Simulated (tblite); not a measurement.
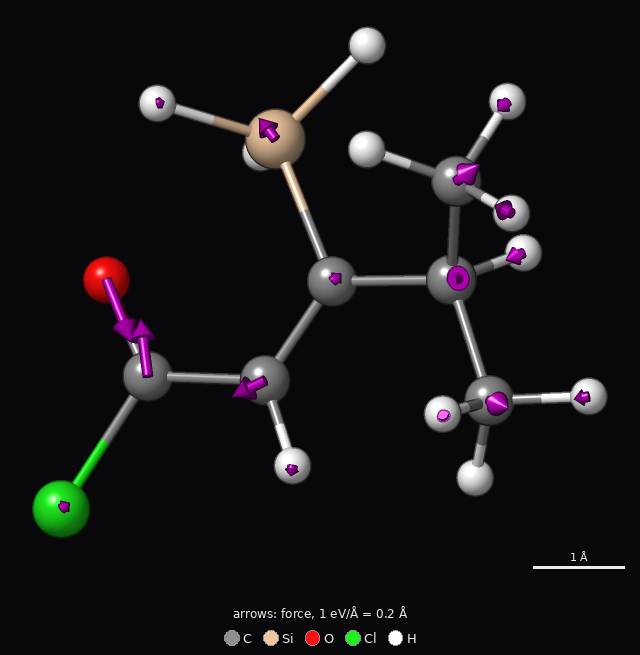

Starting geometry of C6H11ClOSi with the computed forces as purple arrows. The picture is a ball-and-stick view, seen at a tilt.

Method: GFN2-xTB geometry optimisation, gas phase in tblite. 

What follows when this structure is relaxed?

Answer. It isn't relaxed: the largest force vector, on the O atom, is 4.12 eV/Å. The final displacements have little in common with the starting forces (cosine between the two patterns 0.12). After 127 geometry steps the energy has fallen by 0.672 eV. An H atom moves most after the best rigid fit: 1.14 Å. By element the largest moves are H 1.14 Å, Cl 0.48 Å, Si 0.32 Å, C 0.31 Å, O 0.06 Å. Among the contacts that change: C–O 1.267 → 1.201 Å, C–Si 1.853 → 1.908 Å, C–H 1.147 → 1.096 Å, C–C 1.475 → 1.433 Å. Bond angles that change, for instance: H–Si–H 108.3° → 118.4°, C–C–Cl 119.5° → 114.1°, H–Si–H 111.7° → 106.5°. Groups turn about C–C by about 45°, C–C by about 20°. Cost: 1.1 s on 1 thread of Arm Neoverse V2 (shared host).
